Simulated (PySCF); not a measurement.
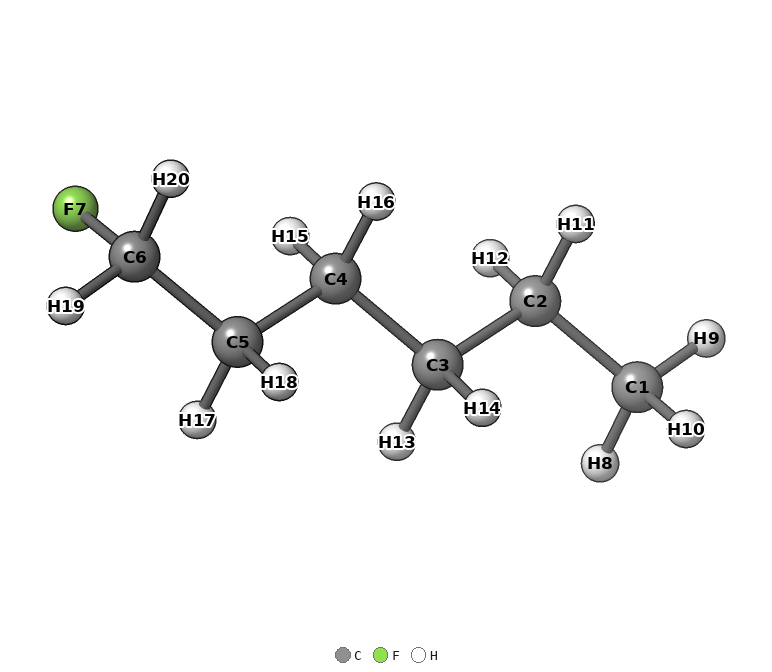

Computed geometry: PBE0-D3(BJ)/def2-SVP optimisation. No frequency run is at hand to confirm it as a minimum. Properties computed with B3LYP/pcJ-1 indirect spin-spin coupling, non-relativistic, gas phase (PySCF 2.14.0). Isotopes: 13C, 19F, 1H.

Give the spin–spin coupling constants of these pairs, with the number of bonds between them: C6/F7, C5/F7, F7/H20, F7/H19, C4/F7, F7/H18, F7/H17.

```
   pair  bonds apart  J (Hz)
 C6, F7            1  −232.9
 C5, F7            2    19.9
F7, H20            2    55.3
F7, H19            2    54.0
 C4, F7            3     2.9
F7, H18            3    44.4
F7, H17            3    10.5
```

Density functionals are unreliable for couplings to fluorine, so those rows may be far off.
